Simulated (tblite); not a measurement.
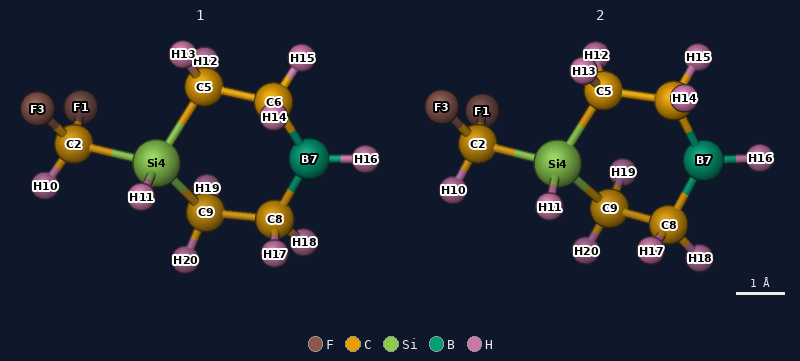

Two geometries of C5H11BF2Si, drawn at one scale. One is the start of a relaxation, the other its converged end. The picture is a ball-and-stick view, seen at a tilt.

Level of theory: tblite 0.8.0, GFN2-xTB geometry optimisation, gas phase. 

Which of the two is the end point?

Answer. Structure 1 is the relaxed one. The atom that moves furthest after the best rigid fit is H17 (0.57 Å). Largest moves by element: H 0.57 Å, C 0.27 Å, F 0.14 Å, B 0.13 Å, Si 0.10 Å. Some distances before and after: C2–Si4 1.858 → 1.937 Å, C5–C6 1.495 → 1.536 Å, Si4–C5 1.852 → 1.891 Å, F1–C2 1.402 → 1.364 Å. Among the angles between lasting bonds that change: B7–C8–C9 108.0° → 118.6°, B7–C6–H14 113.3° → 103.6°, Si4–C2–H10 106.6° → 115.6°. Groups turn about C5–C6 by about 30°, B7–C8 by about 25°, C8–C9 by about 20°. After 85 geometry steps the energy has fallen by 15.1 kcal/mol. Cost: 1.2 s on 1 thread of Arm Neoverse N1, with other jobs on the host.
